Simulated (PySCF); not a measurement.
C₆H₅O₃ (SMILES COc1c[c]coc1=O) (doublet)

```yaml
atoms:
  - { symbol: C, position_ang: [2.2877, -0.1190, 0.6938] }
  - { symbol: O, position_ang: [1.1753, 0.7446, 0.6559] }
  - { symbol: C, position_ang: [0.0310, 0.2982, 0.1164] }
  - { symbol: C, position_ang: [-0.1838, -0.9299, -0.4452] }
  - { symbol: C, position_ang: [-1.4623, -1.1847, -0.9441] }
  - { symbol: C, position_ang: [-2.4636, -0.3160, -0.9043] }
  - { symbol: O, position_ang: [-2.2574, 0.9179, -0.3598] }
  - { symbol: C, position_ang: [-1.0625, 1.2955, 0.1636] }
  - { symbol: O, position_ang: [-0.9478, 2.3989, 0.6319] }
  - { symbol: H, position_ang: [3.0799, 0.4424, 1.1851] }
  - { symbol: H, position_ang: [2.0685, -1.0230, 1.2709] }
  - { symbol: H, position_ang: [2.6097, -0.3977, -0.3147] }
  - { symbol: H, position_ang: [0.5934, -1.6756, -0.5084] }
  - { symbol: H, position_ang: [-3.4689, -0.4520, -1.2633] }
```

Geometry: GFN2-xTB.

Level of theory: UKS B3LYP, pcH-1 on C H O, non-relativistic, mean-field spin-orbit, GIAO in PySCF 2.14.0, density-fitted response routines.

Question: What will maps of the electron density, electron localisation function and spin density show?

Answer: C–O (1.20 Å): the density is about 3.3 e/Å³ at the midpoint; the ELF peaks at about 0.85 between the atoms; a multiple bond.
C–C (1.33 Å): ρ is about 2.3 e/Å³ halfway; the ELF peaks at about 0.95 between the atoms: a short, multiple covalent bond.
C–H (1.08 Å): ρ at the midpoint is about 2.1 e/Å³; the ELF climbs to about 1 towards the hydrogen, as it does in any bond to H; an ordinary covalent bond to hydrogen.
C–O (1.34 Å): ρ is about 2.4 e/Å³ halfway; the ELF peaks at about 0.90 between the atoms; a polar covalent bond.
The unpaired spin (1 electron) lies mostly on C5 (about 0.8), in electrons by Hirshfeld's partition.

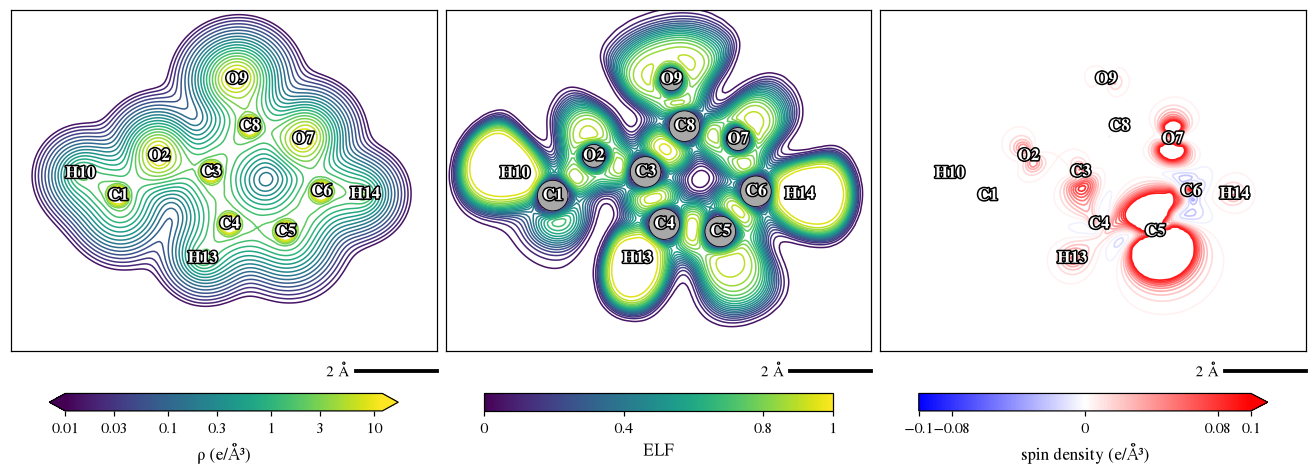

Computed electron density, electron localisation function and spin density on the plane of atoms C3, C4 and H13, in this order. Grey discs cover the atomic cores in the ELF map. 
